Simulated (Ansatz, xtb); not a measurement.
**Ligand exchange: NaBr + CH2F2 → NaF + CH2BrF**

Species: NaBr, singlet; CH2F2 (difluoromethane) `FCF`, singlet; NaF, singlet; CH2BrF (bromofluoromethane) `FCBr`, singlet. The partners trade Br for F: Na–Br and C–F bonds give way to Na–F and C–Br.

Shapes, held fixed at every level: PBE0-D4/def2-TZVP. Programs: Ansatz 0.2.0, xtb 6.7.1. The zero-point and thermal change to 298 K, harmonic and unscaled (PBE0-D4/def2-TZVP), is -4.4 kJ/mol.

```
             level                    kind  ΔH(298 K) (kJ/mol)  less CCSD(T)/def2-TZVPP
          GFN2-xTB          semi-empirical               +62.9                    -38.6
     HF/def2-TZVPP            Hartree–Fock              +147.5                    +46.0
wB97X-V/def2-TZVPP  range-separated hybrid              +102.8                     +1.3
      MP2/def2-SVP     perturbation theory              +125.1                    +23.6
    MP2/def2-TZVPP     perturbation theory               +93.5                     -8.0
  CCSD(T)/def2-SVP   coupled cluster or CI              +127.8                    +26.3
     CCSD/def2-SVP   coupled cluster or CI              +131.1                    +29.6
CCSD(T)/def2-TZVPP   coupled cluster or CI              +101.5                      0.0
```

The highest level, CCSD(T)/def2-TZVPP, gives ΔH(298 K) = +101.5 kJ/mol; the levels span +62.9 to +147.5. The column of differences is taken from that level and isn't an error. No measured value is set beside it here. Relativity is left out for Br unless named. Correlated rows may include outer-core shells of Br, Na, which these sets cover unevenly.

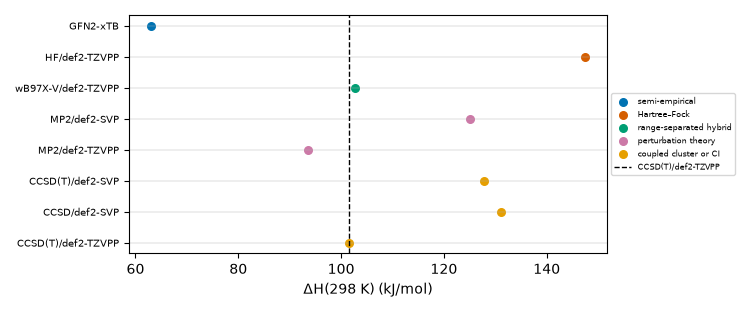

The values of the table, level by level.
